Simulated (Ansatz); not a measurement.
# CH5FO2Si (SMILES C[Si](O)(O)F): what the fields show

```xyz
10

C    -1.0070    0.4469   -0.8407
Si    0.3475    0.0219    0.3281
O    -0.3174   -0.4192    1.7442
O     1.3307   -1.1874   -0.1682
F     1.2745    1.3136    0.5176
H    -1.6436    1.2289   -0.4214
H    -1.6271   -0.4290   -1.0407
H    -0.6050    0.8078   -1.7899
H     0.2388   -0.8773    2.3760
H     2.0918   -0.9572   -0.7020
```

Geometry: PBE0-D4/def2-TZVP.

Theory: Ansatz, RKS PBE0-D4/def2-TZVPP.

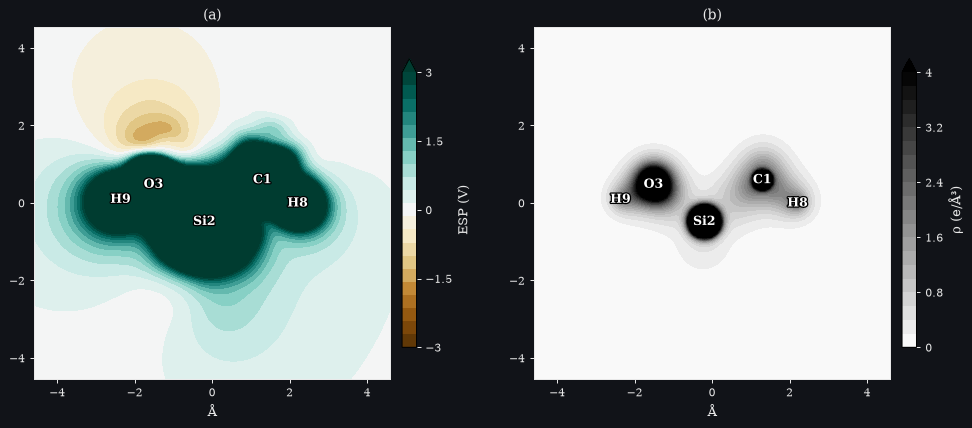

Figure 1. (a) electrostatic potential; (b) total electron density on the plane of atoms Si2, C1 and H8.

**Interpret the plot.**

Atoms in the plane: C, Si, O and H.
Si–O (1.63 Å): ρ at the midpoint is about 1.2 e/Å³.
C–Si (1.84 Å): ρ at the midpoint is about 1.1 e/Å³.
O–H (0.96 Å): ρ at the midpoint is about 3.8 e/Å³.
C–H (1.09 Å): ρ is about 1.9 e/Å³ halfway.
Outside the dense part of the molecule the potential is most negative (−1.5 V) near O3.

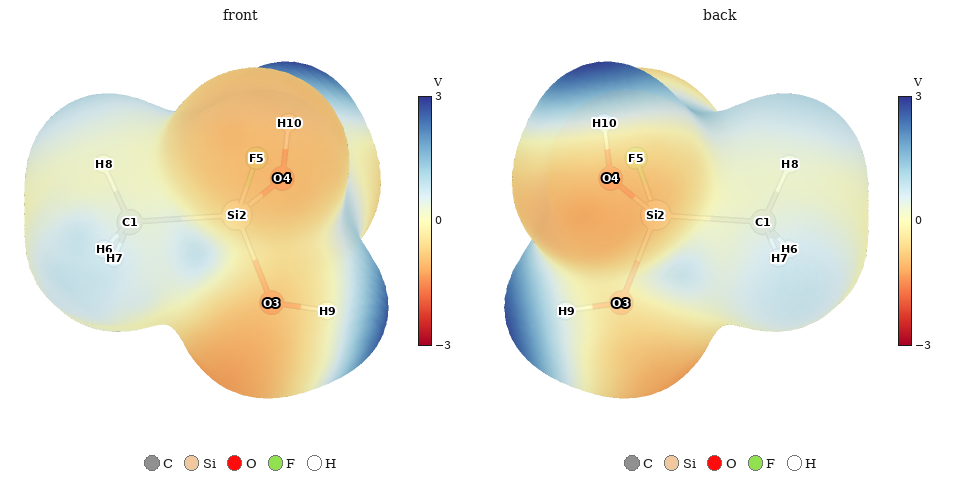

Figure 2. The molecular electrostatic potential painted on the density surface at 0.002 e/bohr³, seen from the front and from behind; red is negative and blue positive.

**Describe the electrostatic potential map.**

The most negative region (about −1.3 V) lies over O3 and O4, the most positive (about +2.7 V) over H9 and H10.

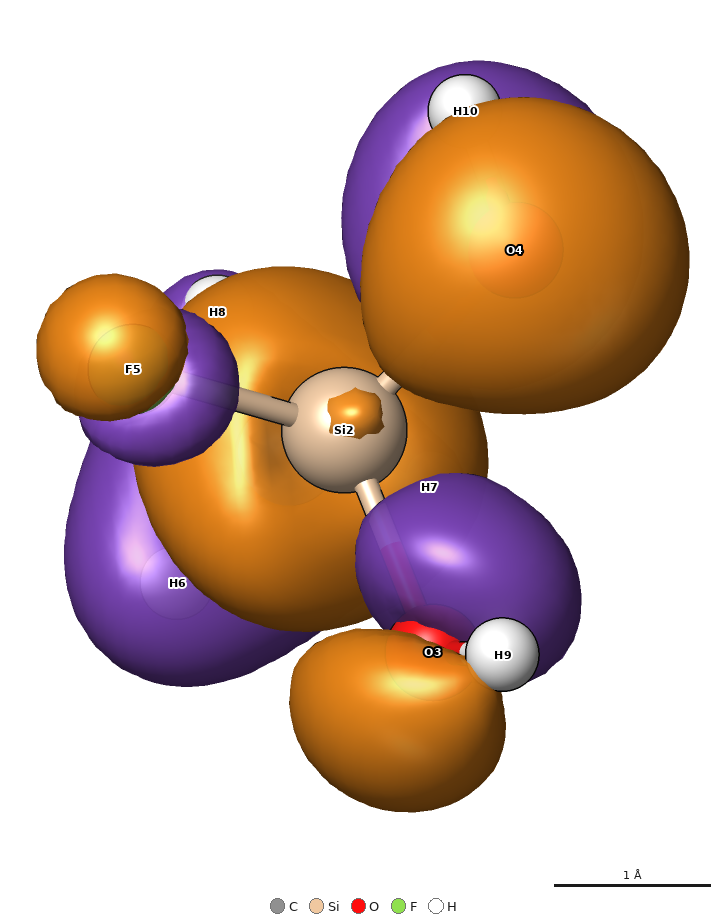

Figure 3. The HOMO at ±0.08 Å⁻³ᐟ² (orange and purple are the two phases), seen at an oblique angle.

**Describe this orbital and give its energy.**

By Hirshfeld shares it lies mainly on O4 (about 35 %), C1 (about 25 %), Si2 (about 15 %) and O3 (about 10 %). Its energy is −9.18 eV.
